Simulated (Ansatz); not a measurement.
**C$_{2}$H$_{7}$AlO: density, localisation and related maps**

The calculation's input:

```
crystal:
  periodic: [false, false, false]
  atoms:
    - { symbol: C, position_ang: [-0.7682, 0.9379, 0.1774] }
    - { symbol: C, position_ang: [-0.0874, -0.3442, 0.3685] }
    - { symbol: O, position_ang: [0.8054, -0.227, 1.4051] }
    - { symbol: Al, position_ang: [0.9792, -0.8551, -1.2934] }
    - { symbol: H, position_ang: [-1.5398, 0.8895, -0.6893] }
    - { symbol: H, position_ang: [-1.3776, 1.2634, 1.0856] }
    - { symbol: H, position_ang: [-0.0675, 1.7992, -0.054] }
    - { symbol: H, position_ang: [-0.7811, -1.1323, 0.5765] }
    - { symbol: H, position_ang: [0.319, -0.2468, 2.3042] }
    - { symbol: H, position_ang: [2.044, 0.0928, -1.8502] }
    - { symbol: H, position_ang: [0.5393, -2.2343, -2.0097] }
magnetization:
  spin_polarized: true
basis:
  gaussian: { orbitals: cc-pVDZ }
hamiltonian:
  xc: b3lyp
relax:
  f_tol: 0.02
  max_steps: 50
output:
  orbitals: {}
```

Command:

```sh
ansatz run input.yaml --threads 2 --pin off --max-ram 3072MiB --backend cpu --events-out ev --progress --plain --runs-dir out
```

The fields are those of the relaxed geometry.

The calculation used UKS B3LYP/cc-pVDZ (Ansatz).

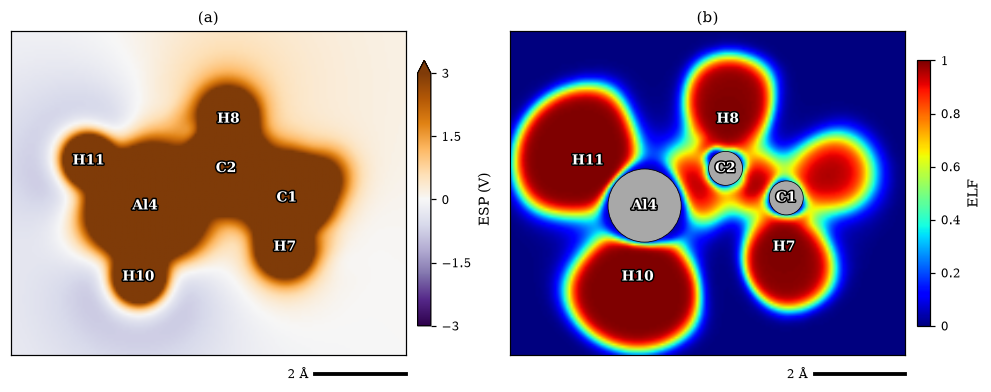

Figure 1. (a) electrostatic potential; (b) electron localisation function on the plane of atoms C2, Al4 and H11. Grey discs cover the atomic cores in the ELF map.

### What do the fields say about this system?

The plane passes through C, Al and H nuclei.
C–C (1.51 Å): the ELF peaks at about 0.95 between the atoms, as expected for a covalent bond.
C–Al (1.97 Å): the ELF peaks at about 0.90 in the valence shell of C, 0.7 Å from its nucleus, and is about 0.75 at the midpoint.
C–H (1.10 Å): the ELF climbs to about 1 towards the hydrogen, as it does in any bond to H; a covalent bond by its length.
Al–H (1.59 Å): the ELF climbs to about 1 towards the hydrogen.
Outside the dense part of the molecule the potential is most negative (−0.8 V) near H10.

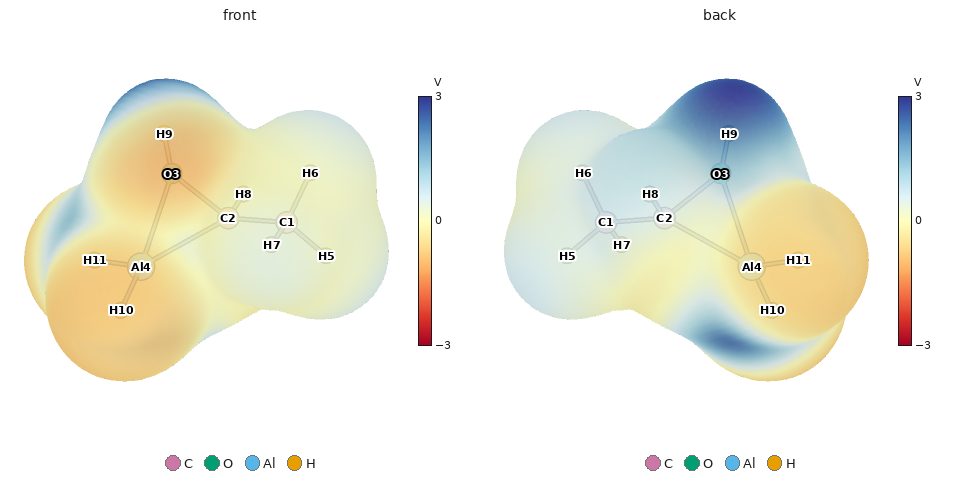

Figure 2. The molecular electrostatic potential painted on the density surface at 0.002 e/bohr³, seen from the front and from behind; red is negative and blue positive.

### Describe the electrostatic potential map.

The most negative region (about −1.0 V) lies over O3, the most positive (about +2.9 V) over H9.

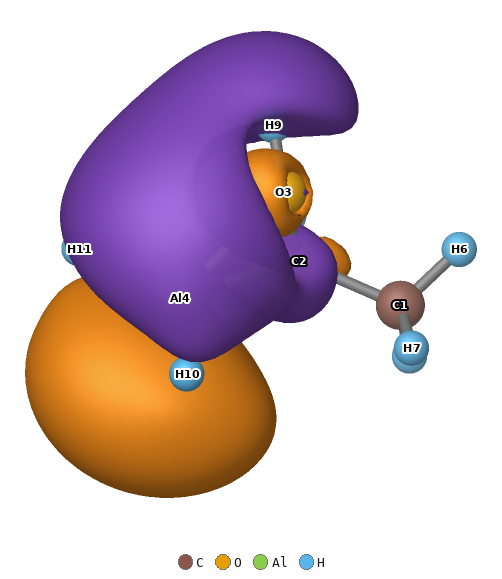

Figure 3. The LUMO at ±0.08 Å⁻³ᐟ² (orange and purple are the two phases), seen at a tilt.

### What is the character of this orbital?

It lies mainly on Al4 (about 60 %), O3 (about 10 %), H9 (about 10 %) and C2 (about 5 %). Its energy is −0.42 eV.
